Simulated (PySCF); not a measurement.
Input

```
{"job": {"kind": "nmr", "xc": "PBE0", "basis": "pcSseg-1"}, "charge": -1, "multiplicity": 1}
S      1.586211     0.125726     2.400128
C      0.814992    -0.132137     0.815643
C     -0.681438    -0.173833     0.916674
C     -1.601330    -0.226822    -0.270647
C     -1.526447     1.013711     0.567916
C      1.459570     0.440349    -0.418118
C      1.483698    -1.044522    -0.185838
H     -0.998607    -0.738707     1.787864
H     -2.493741    -0.836974    -0.204910
H     -1.177733    -0.198201    -1.264460
H     -1.027583     1.876070     0.149953
H     -2.368248     1.264479     1.199515
H      0.847290     0.825160    -1.226579
H      2.385494     0.982450    -0.284655
H      0.865500    -1.670831    -0.820469
H      2.424773    -1.496973     0.094055
```

Run with:

```sh
OMP_NUM_THREADS=1 python probes_run.py task.json out
```

Geometry: GFN2-xTB.

Theory: PBE0/pcSseg-1, SCF density, gas phase, non-relativistic in PySCF.

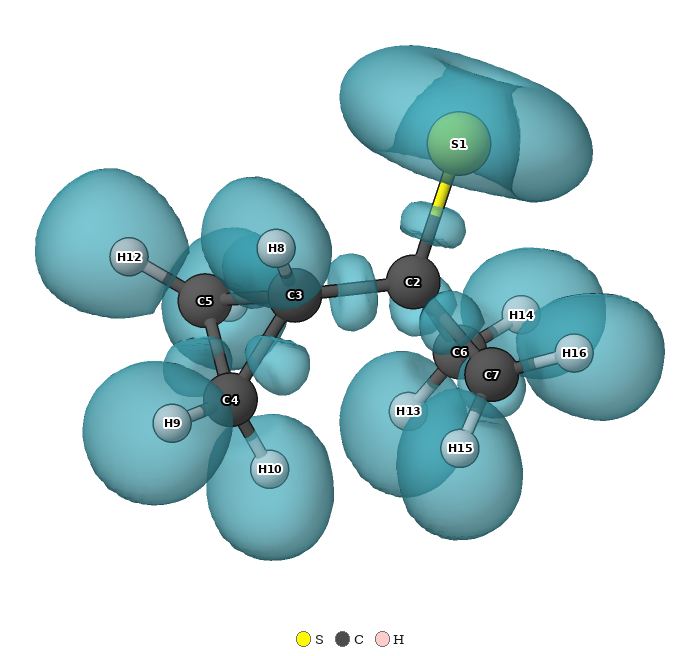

C6H9S (charge −1). Isosurface of the electron localisation function at 0.8 (cyan), seen across its widest extent. Only the valence region is drawn (cores and ρ < 0.01 e/Å³ removed).

> What do the ELF domains correspond to?

The ELF exceeds this value in seven regions between bonded C–C atoms (shared pairs), one region between bonded C–S atoms (shared pairs), nine regions around hydrogen nuclei and one ring or bowl of non-bonding electrons around S. Profiles from the grid: C–C (1.50 Å): the ELF peaks at about 0.90 between the atoms (a shared electron pair). C–S (1.78 Å): the ELF peaks at about 0.90 between the atoms (a shared electron pair).
